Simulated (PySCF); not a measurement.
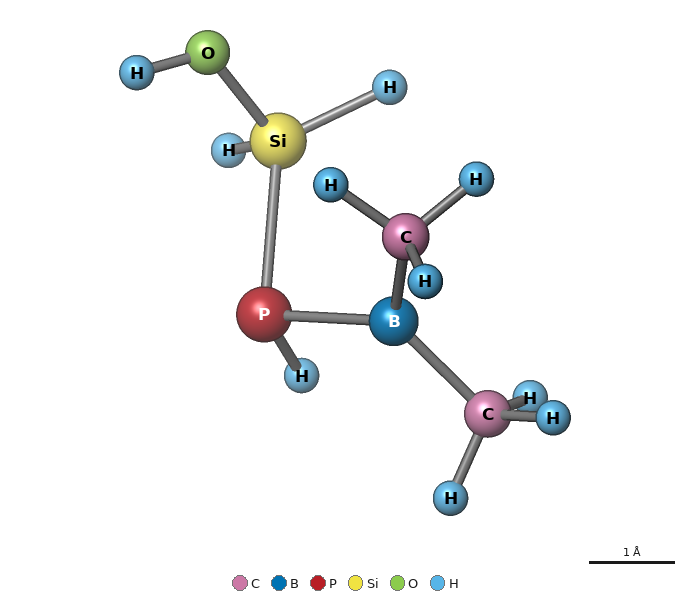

Atoms fade into the background with distance from the viewer. The geometry was computed by an optimisation with GFN2-xTB. No frequency run is at hand to confirm it as a minimum. Masses are those of the most abundant isotopes; constants are for the rigid equilibrium geometry.

> Classify the rotor and give the rotational constants (MHz).

An asymmetric top (C1): A = 3515, B = 1268, C = 1092 MHz. Ray's parameter κ is −0.85, close to the prolate limit.
